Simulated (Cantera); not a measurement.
Feed: 1 mol Si₃N₄, a varied amount of H₂O, 12 mol H₂, 0.034 mol N₂O, at 1400 °C and 0.240 bar.

These are equilibrium values from Cantera (NASA tables, ideal gas, pure condensed phases), not measurements of a reactor. Candidate condensed phases: H₂O, Si, SiO₂, Si₂N₂O, Si₃N₄; 35 gas species. Mutual solubility and eutectic melting of coexisting phases are not modelled. Gases not in the tables: Si₂H₆ and higher silanes. The numbers say what is thermodynamically allowed, not how fast it happens.

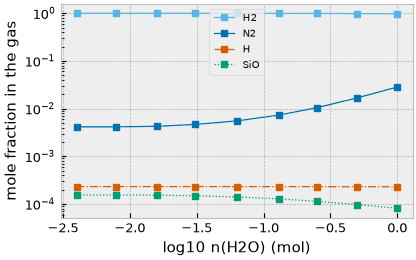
Figure: Equilibrium gas composition (values under 1e-9 drawn at 1e-9)

From 0.004 mol H₂O to 0.0079 mol H₂O the condensed part is Si(s) + Si₂N₂O(s) + Si₃N₄(s). From 0.016 mol H₂O to 0.99 mol H₂O the condensed part is Si₂N₂O(s) + Si₃N₄(s). The main Si-bearing gas is SiO throughout.
